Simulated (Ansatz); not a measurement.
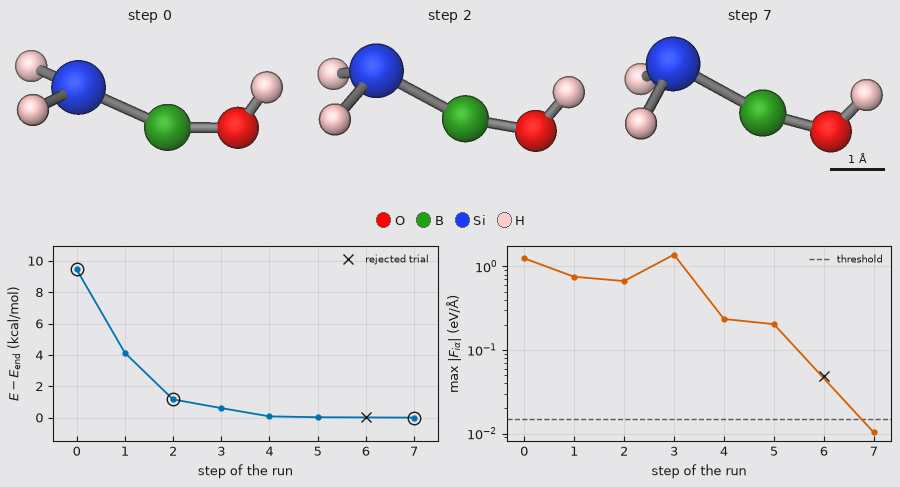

Frames of a relaxation of BSiH3O, marked on the history of the run. A ball-and-stick model, seen from a free direction.

The run prepares an end point of a later path (torsion) calculation, from a guessed geometry.

All numbers below come from Ansatz, RKS PBE/cc-pVDZ. (no spin polarisation; force threshold 0.015 eV/Å; at most 40 steps)

What happens along the run?

The largest move after the best rigid fit is that of the Si atom, 0.48 Å. Largest moves by element: Si 0.48 Å, H 0.32 Å, B 0.30 Å, O 0.15 Å. Among the contacts that change: B–Si 1.834 → 1.929 Å, H–Si 1.462 → 1.531 Å, H–O 0.964 → 0.982 Å, B–O 1.308 → 1.316 Å. Bond angles that change, for instance: B–Si–H 122.6° → 95.5°, B–Si–H 121.5° → 95.5°, O–B–Si 154.6° → 165.9°. The energy falls by 9.45 kcal/mol in 6 accepted moves (7 points after the start). Largest force component: 1.3 eV/Å at the start, 0.01 eV/Å at the end. The line search rejected the trial step at point 6 of the run. From step 0 to 2: the Si atom moves most (0.33 Å), energy −8.29 kcal/mol. From step 2 to 7: an H atom moves most (0.16 Å), energy −1.16 kcal/mol.
